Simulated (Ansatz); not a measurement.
# Work function of Au(110): what the settings cost and change, part 2 of 2

How far do functional and pseudopotentials move the work function of Au(110), and at what cost?

Ansatz 0.2.0; plane-wave DFT, PBE, Ansatz PAW (the session's first sound run).

So far, work function, upper face (eV): step 2 (run, setting PBE, Ansatz PAW (420 eV)) 4.94; step 5 (RPBE) 4.77; step 6 (r2SCAN) 4.95; step 7 (PBE JTH) 4.95; step 8 (PBE norm-conserving) 4.94.

### Step 9. Run

This step: plane-wave DFT, LDA, norm-conserving (Ansatz 0.2.0).

The input, input.yaml:

```yaml
crystal:
  lattice:
    - [4.08, 0.0, 0.0]
    - [0.0, 2.8849956672, 0.0]
    - [0.0, 0.0, 26.6549870017]
  atoms:
    - { symbol: Au, position: [0.0, 0.0, 0.3376478855] }
    - { symbol: Au, position: [0.5, 0.5, 0.391765257] }
    - { symbol: Au, position: [0.0, 0.0, 0.4458826285] }
    - { symbol: Au, position: [0.5, 0.5, 0.5] }
    - { symbol: Au, position: [0.0, 0.0, 0.5541173715] }
    - { symbol: Au, position: [0.5, 0.5, 0.608234743] }
    - { symbol: Au, position: [0.0, 0.0, 0.6623521145] }
kpoints:
  mp_grid: { grid: [10, 14, 1] }
hamiltonian:
  xc: lda
  pseudopotentials: { kind: nc }
scf:
  occupations: { method: fermi_dirac, width: 0.1 }
  convergence: { dr2_threshold: 1.0e-09 }
efield:
  axis: 3
  dipole_correction: true
  ramp_position: 0.97
  ramp_width: 0.06
output:
  write_potential: true
  write_density: true
  volumetric_format: npy
```

Run with:

```
$ ansatz run input.yaml --threads 4 --pin off --max-ram 6144MiB --backend cpu --events-out ev --progress --plain --runs-dir out
```

Numbers of over 12 decimals in the logs are rounded to 6 here.

Log:

```text
[...]
Crystal: 7 atoms, lattice volume = 313.750 Å³
Basis set: ecut = 1034.032677 eV, 23741 PW (Γ)
Bands: 80, of which v1, the nominal top of the filled ones, is band 67 counted from 1 (66 counted from 0)
Symmetry: 4 space group operations
k-points: 48 of 140
[...]
k-point 0: bands = [... 63 lower, 2.4610, 2.6637, 2.8069, 3.2042, 4.7221, 6.3356, 6.7523, 8.4478, ... 9 higher]
  k-point 1: bands = [... 63 lower, 2.3523, 2.6432, 2.7555, 3.2524, 4.8219, 6.7004, 6.8768, 8.6516, ... 9 higher]
  k-point 2: bands = [... 63 lower, 2.3558, 2.6009, 2.8009, 3.3901, 5.1077, 7.2216, 7.6023, 8.9658, ... 9 higher]
  k-point 47: bands = [... 63 lower, 4.3746, 4.4953, 6.2919, 6.5295, 7.4169, 7.4321, 7.5780, 7.6823, ... 9 higher]
[key lines of the parts left out:]
SCF converged after 8 iterations
Free energy (F): -28103.810449 eV
Fermi energy:    4.342217 eV
Dipole field:    D = 0.000000 V/Å  (p = 0.000000 e·Å, saw-weighted, corrected)
Work function:   Φ+ = 5.3602 eV   Φ− = 5.3602 eV
```

Elapsed: 6 min, on 4 threads of Arm Neoverse N1, shared host; peak memory 4.5 GiB.

The work function is 5.360 eV, +0.416 eV from the run “PBE, Ansatz PAW (420 eV)”, at 4.2 times its CPU time.

### Step 10. Run, setting PBE, all layers relaxed

This step: plane-wave DFT, PBE, Ansatz PAW (Ansatz 0.2.0).

input.yaml: that of step 9 with these lines changed.

```diff
@@ -16,4 +16,3 @@
 hamiltonian:
-  xc: lda
-  pseudopotentials: { kind: nc }
+  xc: pbe
 scf:
@@ -26,2 +25,5 @@
   ramp_width: 0.06
+relax:
+  f_tol: 0.01
+  max_steps: 40
 output:
```

Log:

```text
[...]
Crystal: 7 atoms, lattice volume = 313.750 Å³
Basis set: ecut = 420 eV, 6129 PW (Γ), exchange–correlation on 60×40×360 points (8 copies of the dense FFT grid, shifted against one another)
Bands: 80, of which v1, the nominal top of the filled ones, is band 67 counted from 1 (66 counted from 0)
Symmetry: 4 space group operations
k-points: 48 of 140
[...]
atoms:
    - { symbol: Au, position: [0, 0, 0.332906] }
    - { symbol: Au, position: [0.5, 0.500000, 0.383948] }
    - { symbol: Au, position: [0, 0, 0.443729] }
    - { symbol: Au, position: [0.5, 0.500000, 0.500000] }
    - { symbol: Au, position: [0, 0, 0.556271] }
    - { symbol: Au, position: [0.5, 0.500000, 0.616052] }
    - { symbol: Au, position: [0, 0, 0.667094] }
[key lines of the parts left out:]
SCF converged after 7 iterations
Free energy (F): -92043.977234 eV
Fermi energy:    4.731205 eV
Dipole field:    D = -0.000000 V/Å  (p = -0.000000 e·Å, saw-weighted, corrected)
Work function:   Φ+ = 4.9369 eV   Φ− = 4.9369 eV
```

The job ended after 4 min (4 threads; peak memory 1.2 GiB; 14 min of CPU time).

The relaxation took 4 steps and lowered the energy by 0.12 eV; the largest force on the free atoms ends at 3.9e-4 eV/Å.

The work function is 4.937 eV, -0.007 eV from the run “PBE, Ansatz PAW (420 eV)”, at 2.8 times its CPU time.

### Step 11. Slab

This step: plane-wave DFT, PBE, fully relativistic PAW with spin-orbit coupling (Ansatz 0.2.0).

input.yaml: that of step 10 with these lines changed.

```diff
@@ -17,2 +17,3 @@
   xc: pbe
+  pseudopotentials: { kind: paw_fr }
 scf:
@@ -25,5 +26,5 @@
   ramp_width: 0.06
-relax:
-  f_tol: 0.01
-  max_steps: 40
+magnetization:
+  noncollinear: true
+  spin_orbit: true
 output:
```

Log:

```text
[...]
non-collinear run that drives no moment, with spin-orbit: no starting moment large enough to seed its density (crystal.atoms[].spin), no starting occupations that ask for one, no magnetisation constraint and no magnetic field, so the semilocal B_xc is pinned to zero
Crystal: 7 atoms, lattice volume = 313.750 Å³
[...]
k-point 1: bands = [... 129 lower, 3.2460, 3.4685, 3.4685, 3.7117, 3.7117, 5.2326, 5.2326, 6.8898, ... 23 higher]
  k-point 2: bands = [... 129 lower, 3.1323, 3.2969, 3.2969, 3.8578, 3.8578, 5.5143, 5.5143, 7.5791, ... 23 higher]
  k-point 47: bands = [... 129 lower, 4.8130, 6.5435, 6.5435, 6.8302, 6.8302, 7.8943, 7.8943, 7.9084, ... 23 higher]
[key lines of the parts left out:]
SCF converged after 11 iterations
Magnetization: |M| = 0.0000 μB,  M = (+0.0000, +0.0000, +0.0000) μB
Free energy (F): -92306.168606 eV
Fermi energy:    4.752305 eV
Dipole field:    D = 0.000000 V/Å  (p = 0.000001 e·Å, saw-weighted, corrected)
Work function:   Φ+ = 4.9686 eV   Φ− = 4.9687 eV
```

Elapsed: 13 min, on 4 threads; peak memory 5.8 GiB.

The work function is 4.969 eV, +0.025 eV from the run “PBE, Ansatz PAW (420 eV)”, at 9.3 times its CPU time.

### Step 12. Comparing the runs

Times are for 4 threads of Arm Neoverse N1, shared host. Results by setting:

```tsv
no.	setting	work function, upper face (eV)	time	memory (GiB)
1	PBE, Ansatz PAW (420 eV)	4.944	93 s	1.5
2	LDA, Ansatz PAW (420 eV)	5.354	96 s	1.5
3	PBEsol, Ansatz PAW (420 eV)	5.066	94 s	1.5
4	RPBE, Ansatz PAW (420 eV)	4.766	95 s	1.5
5	r2SCAN, Ansatz PAW (500 eV)	4.951	3.9 min	2.3
6	PBE, JTH PAW (750 eV)	4.950	2.4 min	2.1
7	PBE, norm-conserving (1034 eV)	4.944	6.9 min	4.6
8	LDA, norm-conserving (1034 eV)	5.360	6 min	4.5
9	PBE, all layers relaxed	4.937	4 min	1.2
10	PBE with spin-orbit coupling (420 eV)	4.969	13 min	5.8
```

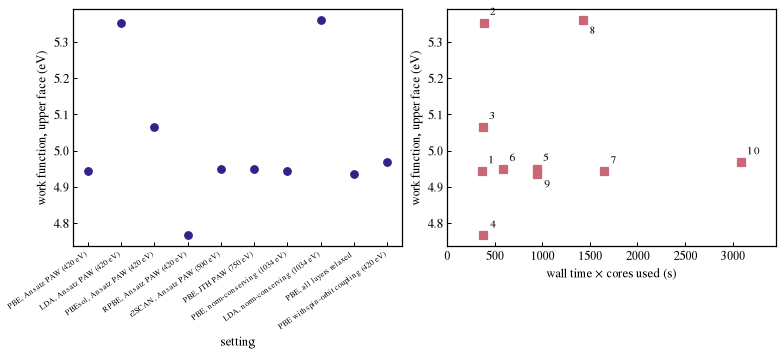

The series as plots; the last panel sets the first result against cost, with the runs numbered as in the table.

### Step 13. A changed input

This step: plane-wave DFT, PBE, Ansatz PAW (Ansatz 0.2.0).

An input spoilt on purpose, to show how the run answers: it repeats the earlier run “PBE, Ansatz PAW (420 eV)” with efield.axis from 3 to 0, and scf.max_iter set to 80; its output block differs too.

input.yaml: that of step 11 with these lines changed.

```diff
@@ -17,3 +17,2 @@
   xc: pbe
-  pseudopotentials: { kind: paw_fr }
 scf:
@@ -21,4 +20,5 @@
   convergence: { dr2_threshold: 1.0e-09 }
+  max_iter: 80
 efield:
-  axis: 3
+  axis: 0
   dipole_correction: true
@@ -26,5 +26,2 @@
   ramp_width: 0.06
-magnetization:
-  noncollinear: true
-  spin_orbit: true
 output:
```

Log:

```text
Error: invalid value for `efield.axis`: must be in [1, 3]; got 0
```

Elapsed: 0.03 s, on 4 threads; peak memory 0.07 GiB.

The program refused the input before any cycle.

The program's message: “Error: invalid value for `efield.axis`: must be in [1, 3]; got 0”

The fault put into the input: an axis of 0, outside the range 1 to 3.

### Step 14. Outcome

| Quantity | Value |
| --- | --- |
| work function, PBE, Ansatz PAW (420 eV) | 4.944 eV |
| work function, LDA, Ansatz PAW (420 eV) | 5.354 eV |
| work function, RPBE, Ansatz PAW (420 eV) | 4.766 eV |
| work function, r2SCAN, Ansatz PAW (500 eV) | 4.951 eV |
| work function, LDA, norm-conserving (1034 eV) | 5.360 eV |
| work function, PBE, all layers relaxed | 4.937 eV |
| work function, PBE with spin-orbit coupling (420 eV) | 4.969 eV |

**Reading.** PBE on the default files gives 4.94 eV, and the settings tried spread the value from 4.77 to 5.36 eV. At one geometry LDA lies 0.41 eV above PBE. The choice of pseudopotentials moves the PBE value by 0.006 eV. Relaxing the layers changes it by -0.007 eV. Spin-orbit coupling, on the fully relativistic files, changes it by +0.02 eV. A compiled measured value is 5.16 eV (arxiv:1902.07811, 2019), but the real face reconstructs and these slabs don't, so it is no test of the method. The ladder's slabs use the tabulated experimental lattice constant (two decimals; a low-temperature value for the alkali metals).

[Logs are printed without paths, hosts, clocks, repeated set-up lines and the standing remarks that a program may print on its own settings, such as how far it seeks lower states.]

[Hosts, paths, dates, database ids (printed as entryN), source tags and the programs' standing remarks are cut or masked in the printed files.]

[Maps of the electrostatic potential energy from Ansatz leave out the sawtooth potential of an applied field or a dipole correction, so their vacuum need not be flat; planar profiles and work functions include it.]
